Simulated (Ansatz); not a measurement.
**Geometry relaxation of GaPNH6Cl (part 1 of 2)**

- system: GaPNH6Cl
- method: RHF/def2-SVP (Ansatz 0.2.0)

The input holds or restrains some coordinates. It belongs to a series of runs on one base structure; here: pulled along the bonds that form and break, towards end A. Figures and captions count atoms from 1; the log counts them from 0 in places.

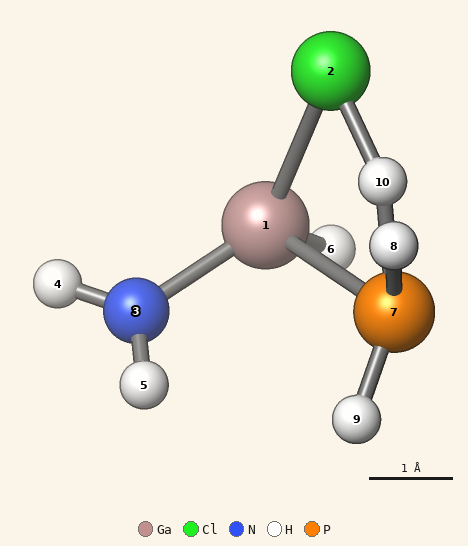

The input geometry (ball-and-stick view, seen at a tilt; atoms are numbered from 1 in the order of the input). Sticks mark near contacts.

**Summary**

| quantity | value |
| --- | --- |
| outcome | converged under the restraints of the input |
| total energy | −75673.3934 eV |
| mean-field energy | −75673.3934 eV |
| largest force (length of the vector) at the end, held atoms and coordinates included | 0.669 eV/Å |
| hardware | 2 threads of Intel Xeon @ 2.50GHz (Skylake/Cascade Lake), 32 GiB of memory available, shared host |
| wall time | 36 s (CPU time 67 s) |
| peak memory | 0.28 GiB |

**The input**
```yaml
crystal:
  periodic: [false, false, false]
  atoms:
    - { symbol: Ga, position_ang: [0.0, 0.0, 0.0] }
    - { symbol: Cl, position_ang: [0.0, 0.0, 2.59] }
    - { symbol: "N", position_ang: [1.6714, 0.0, -0.965] }
    - { symbol: H, position_ang: [2.138, -0.9179, -1.2168] }
    - { symbol: H, position_ang: [2.1227, 0.9179, -1.2432] }
    - { symbol: H, position_ang: [-1.3596, 0.0, -0.785] }
    - { symbol: P, position_ang: [0.1161, 2.4551, 0.8167] }
    - { symbol: H, position_ang: [0.6765, 2.4949, 2.1208] }
    - { symbol: H, position_ang: [0.9275, 3.2117, -0.0697] }
    - { symbol: H, position_ang: [0.0692, 1.4638, 2.0875] }
basis:
  gaussian: { orbitals: def2-SVP }
hamiltonian:
  xc: hf
relax:
  f_tol: 0.15
  max_steps: 25
  restrain:
    - { distance: [0, 6], at: 3.49, k: 30.0 }
    - { distance: [9, 1], at: 2.57, k: 30.0 }
    - { distance: [0, 1], at: 2.24, k: 30.0 }
    - { distance: [9, 6], at: 1.42, k: 30.0 }
output:
  orbitals: {}
```

Launched with:
```bash
ansatz run input.yaml --threads 2 --pin off --max-ram 3072MiB --backend cpu --events-out ev --progress --plain --runs-dir out
```

**What the program printed**
```
The last accepted step is kept in [file] (removed where the run ends without a failure and the disk answers)
Engine: ansatz 0.2.0, x86_64-unknown-linux-gnu
Functional definition: HF
  exchange = exact_x
  correlation = 0
1173 factors; integrals over basis functions are off by at most 3.7e-4 eV
mean field evaluation 1: about -75665.1029 eV, gradient 3.5e1 eV
mean field evaluation 2: about -75665.1435 eV, gradient 3.5e1 eV
mean field evaluation 4: about -75668.4640 eV, gradient 3.2e0 eV
mean field evaluation 8: about -75668.5204 eV, gradient 2.9e-1 eV
mean field -75668.52112109 eV, -2780.7668612341 hartree, gradient 3.2e-5 eV, S^2 0.000000; 0 other end points of the search recorded, 0 dependent functions left out
the calculation of the forces begins
reference -75668.52112109 eV, -2780.7668612341 hartree; 38, 38 occupied and 74, 74 virtual orbitals, 1173 factors
relax step   1: F+E_penalty+E_count = -75668.52112109 eV  Δ(F+E_penalty+E_count) = +0.000e0 eV  max|allowed force component| = 3.243e0 eV/Å  E_restraint = 30.17391305 eV  max|allowed force component, restraints' pulls added| = 2.948e1 eV/Å  Δτ_max = 0.0000 Å  (39 SCF iters, accepted)
  distance Ga 0 - P 6 = 2.5900 Å
  distance H 9 - Cl 1 = 1.5492 Å
  distance Ga 0 - Cl 1 = 2.5900 Å
  distance H 9 - P 6 = 1.6124 Å
these checks for a lower state are left out or cut short: starts, cluster_reference, orbital_swaps, neighbouring_geometries, increment
1173 factors; integrals over basis functions are off by at most 3.4e-4 eV
mean field evaluation 16: about -75668.2034 eV, gradient 3.7e-2 eV
mean field -75668.25586616 eV, -2780.7571132955 hartree, gradient 3.6e-5 eV, S^2 0.000000; 0 other end points of the search recorded, 0 dependent functions left out
[... from here on the field's lines of each further geometry are left out, up to the last ...]
relax step   2: F+E_penalty+E_count = -75668.25586616 eV  Δ(F+E_penalty+E_count) = +2.653e-1 eV  max|allowed force component| = 4.171e0 eV/Å  E_restraint = 13.44197855 eV  max|allowed force component, restraints' pulls added| = 2.063e1 eV/Å  Δτ_max = 0.1949 Å  (42 SCF iters, accepted)
relax step   3: F+E_penalty+E_count = -75668.91542505 eV  Δ(F+E_penalty+E_count) = -6.596e-1 eV  max|allowed force component| = 3.360e0 eV/Å  E_restraint = 3.80147173 eV  max|allowed force component, restraints' pulls added| = 1.085e1 eV/Å  Δτ_max = 0.1949 Å  (34 SCF iters, accepted)
relax step   4: F+E_penalty+E_count = -75669.94955080 eV  Δ(F+E_penalty+E_count) = -1.034e0 eV  max|allowed force component| = 2.081e0 eV/Å  E_restraint = 0.34149886 eV  max|allowed force component, restraints' pulls added| = 3.625e0 eV/Å  Δτ_max = 0.1947 Å  (33 SCF iters, accepted)
relax step   5: F+E_penalty+E_count = -75671.18338136 eV  Δ(F+E_penalty+E_count) = -1.234e0 eV  max|allowed force component| = 1.884e0 eV/Å  E_restraint = 0.06132239 eV  max|allowed force component, restraints' pulls added| = 2.849e0 eV/Å  Δτ_max = 0.1951 Å  (32 SCF iters, accepted)
relax step   6: F+E_penalty+E_count = -75672.02906831 eV  Δ(F+E_penalty+E_count) = -8.457e-1 eV  max|allowed force component| = 1.935e0 eV/Å  E_restraint = 0.03103057 eV  max|allowed force component, restraints' pulls added| = 2.868e0 eV/Å  Δτ_max = 0.1950 Å  (31 SCF iters, accepted)
relax step   7: F+E_penalty+E_count = -75672.72494168 eV  Δ(F+E_penalty+E_count) = -6.959e-1 eV  max|allowed force component| = 1.448e0 eV/Å  E_restraint = 0.00859560 eV  max|allowed force component, restraints' pulls added| = 1.639e0 eV/Å  Δτ_max = 0.1951 Å  (33 SCF iters, accepted)
relax step   8: F+E_penalty+E_count = -75672.99032456 eV  Δ(F+E_penalty+E_count) = -2.654e-1 eV  max|allowed force component| = 8.382e-1 eV/Å  E_restraint = 0.01369352 eV  max|allowed force component, restraints' pulls added| = 8.635e-1 eV/Å  Δτ_max = 0.1909 Å  (32 SCF iters, accepted)
relax step   9: F+E_penalty+E_count = -75673.11639835 eV  Δ(F+E_penalty+E_count) = -1.261e-1 eV  max|allowed force component| = 7.317e-1 eV/Å  E_restraint = 0.01167822 eV  max|allowed force component, restraints' pulls added| = 6.336e-1 eV/Å  Δτ_max = 0.2000 Å  (31 SCF iters, accepted)
relax step  10: F+E_penalty+E_count = -75673.20788611 eV  Δ(F+E_penalty+E_count) = -9.149e-2 eV  max|allowed force component| = 8.460e-1 eV/Å  E_restraint = 0.01658336 eV  max|allowed force component, restraints' pulls added| = 8.460e-1 eV/Å  Δτ_max = 0.2000 Å  (32 SCF iters, accepted)
relax step  11: F+E_penalty+E_count = -75673.30564293 eV  Δ(F+E_penalty+E_count) = -9.776e-2 eV  max|allowed force component| = 5.506e-1 eV/Å  E_restraint = 0.01223223 eV  max|allowed force component, restraints' pulls added| = 4.714e-1 eV/Å  Δτ_max = 0.2000 Å  (32 SCF iters, accepted)
relax step  12: F+E_penalty+E_count = -75673.36683257 eV  Δ(F+E_penalty+E_count) = -6.119e-2 eV  max|allowed force component| = 5.455e-1 eV/Å  E_restraint = 0.00885989 eV  max|allowed force component, restraints' pulls added| = 2.107e-1 eV/Å  Δτ_max = 0.2000 Å  (33 SCF iters, accepted)
relax step  13: F+E_penalty+E_count = -75673.39157169 eV  Δ(F+E_penalty+E_count) = -2.474e-2 eV  max|allowed force component| = 5.447e-1 eV/Å  E_restraint = 0.00927746 eV  max|allowed force component, restraints' pulls added| = 1.572e-1 eV/Å  Δτ_max = 0.2000 Å  (33 SCF iters, accepted)
the calculation of the forces begins
reference -75673.39337719 eV, -2780.9459133436 hartree; 38, 38 occupied and 74, 74 virtual orbitals, 1173 factors
relax step  14: F+E_penalty+E_count = -75673.39337719 eV  Δ(F+E_penalty+E_count) = -1.806e-3 eV  max|allowed force component| = 5.507e-1 eV/Å  E_restraint = 0.00868302 eV  max|allowed force component, restraints' pulls added| = 1.060e-1 eV/Å  Δτ_max = 0.0665 Å  (34 SCF iters, accepted)
```

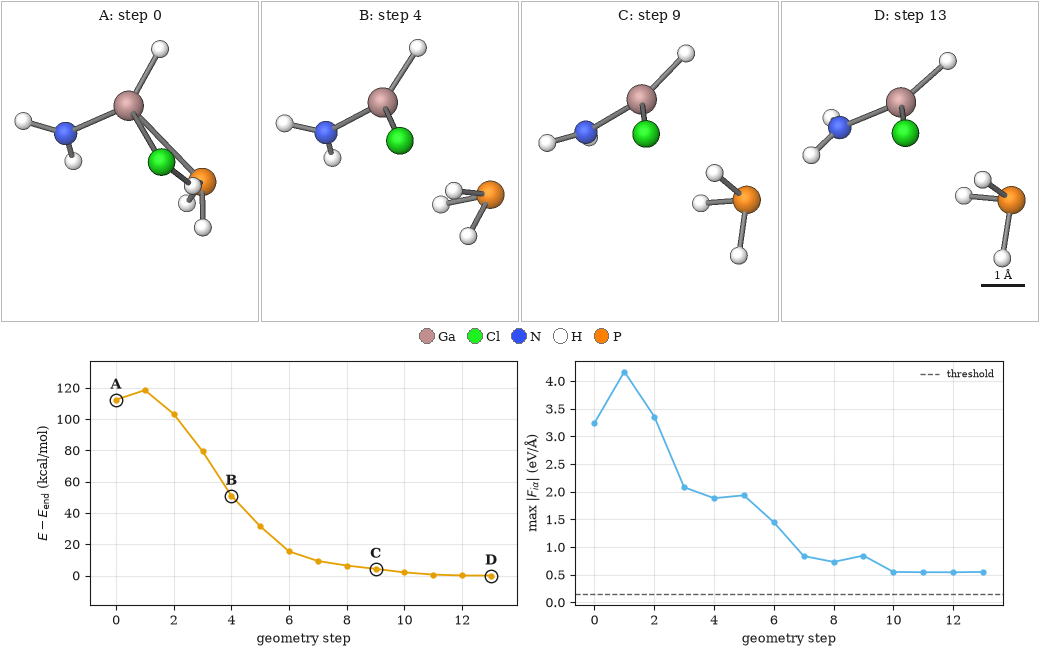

Frames of the restrained relaxation (ball-and-stick view, seen at a tilt) above the curves, on which the letters mark them (the first geometry is step 0 here and step 1 in the log).

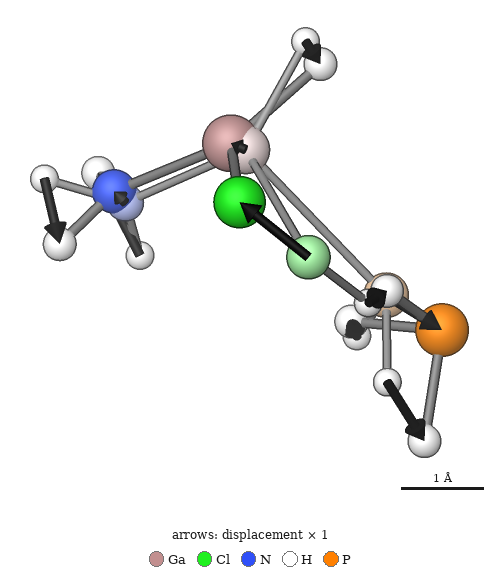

Start (faint) and end (solid) with the displacements as black arrows, at true length (ball-and-stick view, seen at a tilt). The two geometries are laid on each other by the best rigid fit. The atom that moves furthest after the best rigid fit is H5 (1.14 Å). Largest moves by element: H 1.14 Å, Cl 1.08 Å, P 0.82 Å, N 0.21 Å, Ga 0.20 Å. Distances before and after: Cl2–H10 1.549 → 2.578 Å, Ga1–P7 2.590 → 3.497 Å, Ga1–Cl2 2.590 → 2.219 Å, P7–H10 1.612 → 1.416 Å. Bonds break: Cl2–H10 (1.55 → 2.58 Å), Ga1–P7 (2.59 → 3.50 Å). Among the angles that change: H9–P7–H10 146.7° → 95.5°, H8–P7–H10 46.0° → 94.7°, H8–P7–H9 109.4° → 94.7°. The energy falls by 112.4 kcal/mol in 13 geometry steps. The largest force component goes from 3.2 to 0.55 eV/Å. (Atoms are counted from 1 in the order of the input.)

```
  distance Ga 0 - P 6 = 3.4971 Å
  distance H 9 - Cl 1 = 2.5784 Å
  distance Ga 0 - Cl 1 = 2.2190 Å
  distance H 9 - P 6 = 1.4160 Å
1173 factors; integrals over basis functions are off by at most 6.9e-4 eV
mean field -75673.39337719 eV, -2780.9459133436 hartree, gradient 2.4e-5 eV, S^2 0.000000; 1 other end points of the search recorded, 0 dependent functions left out
the calculation of the forces begins
reference -75673.39337719 eV, -2780.9459133436 hartree; 38, 38 occupied and 74, 74 virtual orbitals, 1173 factors
Total energy: -75673.39337719 eV, -2780.9459133436 hartree
Atom 0 at     0.075856    -0.120553    -0.140383 Å, force     0.038329    -0.452658     0.491393 eV/Å
Atom 1 at     0.118103    -0.858864     1.951744 Å, force     0.022445    -0.130300    -0.550731 eV/Å
Atom 2 at     1.657233    -0.221932    -0.994149 Å, force     0.044215     0.038477    -0.069678 eV/Å
Atom 3 at     2.504352    -0.525992    -0.554477 Å, force    -0.022801    -0.009439    -0.033864 eV/Å
Atom 4 at     1.811806     0.073250    -1.939613 Å, force     0.002324    -0.030784     0.086345 eV/Å
Atom 5 at    -1.274732     0.363437    -0.721194 Å, force    -0.023810     0.021647    -0.023217 eV/Å
Atom 6 at    -0.093878     3.032955     1.361719 Å, force    -0.024734     0.185956     0.161658 eV/Å
Atom 7 at     0.936089     3.430926     2.241348 Å, force     0.003747     0.016485    -0.002436 eV/Å
Atom 8 at     0.777843     2.749003     0.285071 Å, force     0.006240    -0.004394    -0.040952 eV/Å
Atom 9 at    -0.150872     1.703270     1.845234 Å, force    -0.045956     0.365011    -0.018518 eV/Å
Dipole moment:     0.313144     0.106256    -0.511125 e Å
```
